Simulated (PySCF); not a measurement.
# Frequency calculation, with input and output: CH3AlClNO

The run: frequency calculation of CH3AlClNO. Method and program: PBE0-D3(BJ)/def2-SVPD harmonic vibrations by differences of gradients, gas phase (PySCF 2.14.0).

The geometry comes from this level: PBE0-D3(BJ)/def2-SVPD.

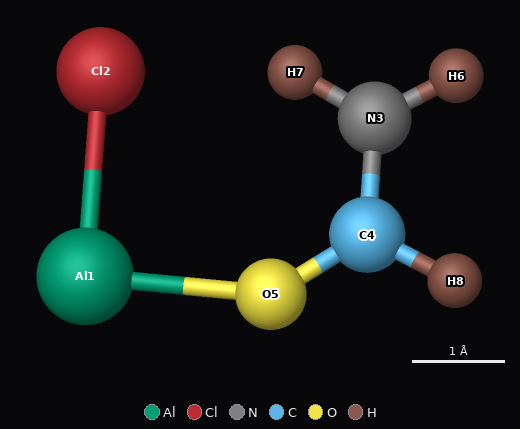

Figure 1. The input geometry (ball-and-stick view, seen at a tilt; atoms are numbered from 1 in the order of the input). Sticks mark near contacts. Bond lengths as drawn: Al–Cl 2.32 Å, Al–O 2.06 Å, C–H 1.11 Å, C–N 1.32 Å, C–O 1.24 Å and H–N 1.01 to 1.03 Å.

**The input**
```
{"job": {"kind": "irdft", "xc": "PBE0", "basis": "def2-SVPD", "disp": "d3bj", "grid": 2}, "charge": 0, "multiplicity": 1, "parts": [{"atoms": "0-1", "charge": 0, "multiplicity": 1}, {"atoms": "2-7", "charge": 0, "multiplicity": 1}]}
Al    -1.538436    -0.196034     0.566780
Cl     0.764775     0.062626     0.400771
N      0.782407    -2.243601     2.436534
C     -0.520679    -2.402323     2.539366
O     -1.370868    -1.731646     1.929323
H      1.415942    -2.823821     2.965333
H      1.133792    -1.509714     1.804523
H     -0.856340    -3.199873     3.226644
```

The first line tells a small driver script what to run in PySCF; the rest is the geometry in Å.

Machine: 1 CPU thread, shared host.

Run as:
```bash
OMP_NUM_THREADS=1 python <driver script> task.json out
```

**The program's output**
```
coarse grid: 8344 points
cycle   1  E = -871.6170669701  dE =  4.803e-01  |g| = 7.108e-01  |ddm| = 3.446e+00
cycle   2  E = -871.3305371347  dE =  2.865e-01  |g| = 1.400e+00  |ddm| = 1.959e+00
cycle   3  E = -871.7193948892  dE = -3.889e-01  |g| = 1.851e-01  |ddm| = 1.287e+00
cycle   4  E = -871.7271401418  dE = -7.745e-03  |g| = 5.803e-02  |ddm| = 2.483e-01
cycle   5  E = -871.7278496744  dE = -7.095e-04  |g| = 1.744e-02  |ddm| = 6.071e-02
cycle   6  E = -871.7279246761  dE = -7.500e-05  |g| = 2.736e-03  |ddm| = 2.331e-02
cycle   7  E = -871.7279262433  dE = -1.567e-06  |g| = 7.537e-04  |ddm| = 4.134e-03
final grid: 73160 points
cycle   8  E = -871.8310194164  dE = -7.708e-06  |g| = 9.352e-03  |ddm| = 3.856e-02
cycle   9  E = -871.8309701142  dE =  4.930e-05  |g| = 1.824e-02  |ddm| = 2.011e-02
cycle  10  E = -871.8310365471  dE = -6.643e-05  |g| = 9.865e-04  |ddm| = 1.378e-02
cycle  11  E = -871.8310367866  dE = -2.395e-07  |g| = 1.219e-04  |ddm| = 1.235e-03
cycle  12  E = -871.8310367907  dE = -4.073e-09  |g| = 4.206e-05  |ddm| = 2.391e-04
cycle  13  E = -871.8310367911  dE = -4.834e-10  |g| = 1.507e-05  |ddm| = 7.842e-05
```

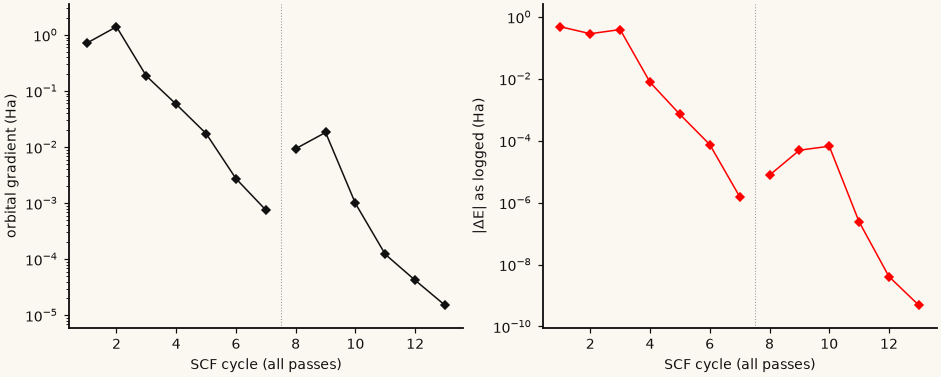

Figure 2. Convergence of the self-consistent field: orbital gradient and size of the energy change against the SCF cycle. The dotted line marks the change from a coarse to the final integration grid. The first 7 cycles use a coarse grid, the final grid takes over at cycle 8, and the field converges after 13 cycles in all.

```
converged SCF energy = -871.8310367911

mode    cm-1     km/mol
  1      49.6      2.17
  2     154.9      9.18
  3     182.6      0.49
  4     202.9      0.79
  5     284.6    146.31
  6     350.9    121.07
  7     610.6     97.63
  8     612.0     13.33
  9     855.2     33.01
 10    1079.1      0.82
 11    1106.2     11.25
 12    1388.1     59.44
 13    1424.9     72.93
 14    1578.0     15.05
 15    1767.2    635.68
 16    3076.8     58.67
 17    3320.4    427.56
 18    3710.9    147.00
```

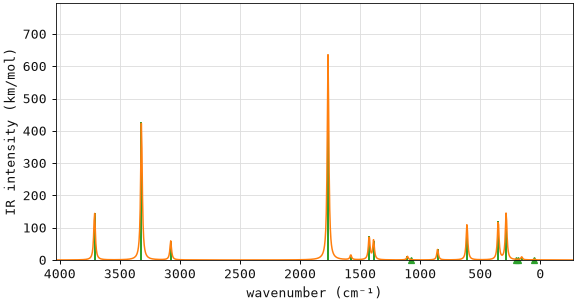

Figure 3. Harmonic infrared spectrum, unscaled: sticks (degenerate modes added up, dark ones marked on the axis) with a Lorentzian envelope of 16 cm⁻¹ full width, scaled to the tallest stick. 18 modes from 50 to 3711 cm⁻¹, none imaginary. The strongest line is at 1767 cm⁻¹ (636 km/mol).

**Results in brief**

| quantity | value |
| --- | --- |
| outcome | converged |
| total energy | −871.831037 hartree |
| wall time | 7.3 min |
| peak memory | 0.64 GiB |
